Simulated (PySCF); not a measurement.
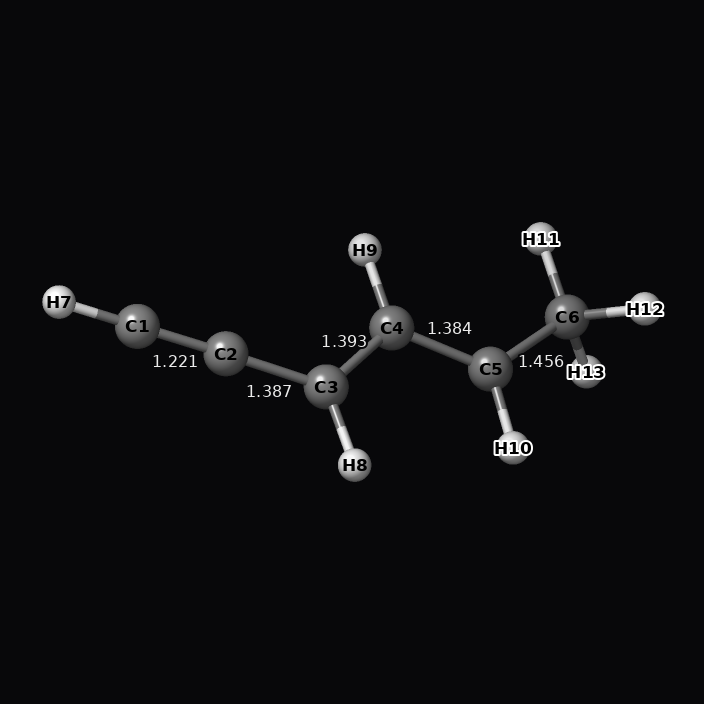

Bond lengths are marked in Å; every bond is drawn as one stick. Charge +1, singlet. The computed structure is the end point of a PBE0-D3(BJ)/def2-SVP optimisation. No frequency run is at hand to confirm it as a minimum.

### Assign a bond order to each marked bond.

C1–C2 triple; C2–C3 delocalised (between two orders); C3–C4 delocalised (between two orders); C4–C5 delocalised (between two orders); C5–C6 single. This is one Lewis structure.

### Write the SMILES.

C#C/C=C/[CH+]C
